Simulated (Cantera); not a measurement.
Feed: 1 mol SiF4, 0.35 mol O3, 26 mol H2, held at 10.0 mbar.

These are equilibrium values from Cantera (NASA tables, ideal gas, pure condensed phases), not measurements of a reactor. Candidate condensed phases: H2O, Si, SiO2; 38 gas species. The tables' values for SiF3, SiF2 are old estimates; treat these amounts as uncertain. The tables hold silica as quartz up to 1696 K and as liquid above; real silica turns to tridymite and cristobalite and melts near 1996 K. The numbers say what is thermodynamically allowed, not how fast it happens.

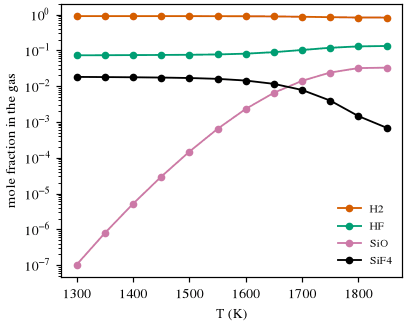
*Equilibrium gas composition (values under 1e-9 drawn at 1e-9)*

**Question.** Read off the mole fractions at 1800 K.

**Answer.** H2 about 0.83, HF about 0.13, SiO about 0.032, SiF4 about 0.0015.
